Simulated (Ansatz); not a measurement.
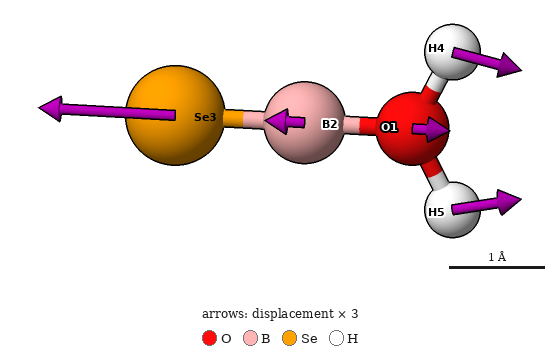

A relaxation of BH₂SeO (charge +1). The starting structure is drawn; purple arrows show the displacements, magnified 3 times. The two geometries are superimposed by the best rigid fit.

A ball-and-stick model, seen at a tilt.

It is one of the separated reactants of a reaction.

Level of theory: Ansatz 0.2.0, RKS PBE-D4/def2-SVP.

Input file:
```yaml
crystal:
  periodic: [false, false, false]
  atoms:
    - {symbol: O, position_ang: [-0.302852, 0.377976, -0.288965]}
    - {symbol: B, position_ang: [0.313951, -0.391911, 0.299680]}
    - {symbol: Se, position_ang: [1.053859, -1.315446, 1.005795]}
    - {symbol: H, position_ang: [-0.122214, 1.323136, -0.076967]}
    - {symbol: H, position_ang: [-0.942744, 0.006246, -0.939545]}
basis:
  gaussian: {orbitals: def2-SVP}
total_charge: 1
hamiltonian: {xc: pbe, dispersion: d4}
relax: {f_tol: 0.03, max_steps: 250}
```

Command:
```bash
ansatz run in.yaml --threads 2 --pin off --events-out ev --progress --plain --max-ram 4352MiB
```

Question: Atoms of which element are displaced furthest, and by how much?

Answer: Selenium: up to 0.49 Å, against 0.25 Å for hydrogen.

Question: What happened in the run?

Answer: The largest move after the best rigid fit is that of Se3, 0.49 Å. By element the largest moves are Se 0.49 Å, H 0.25 Å, B 0.15 Å, O 0.14 Å. Near-neighbour distances that change, for instance: O1–Se3 2.527 → 3.155 Å, B2–Se3 1.378 → 1.722 Å, O1–B2 1.149 → 1.432 Å, O1–H4 0.985 → 0.991 Å. Bond angles that change, for instance: H4–O1–H5 128.5° → 114.2°, B2–O1–H4 115.7° → 122.9°. The energy falls by 641.7 kJ/mol in 6 geometry steps. The largest force component goes from 22 to 0.012 eV/Å.
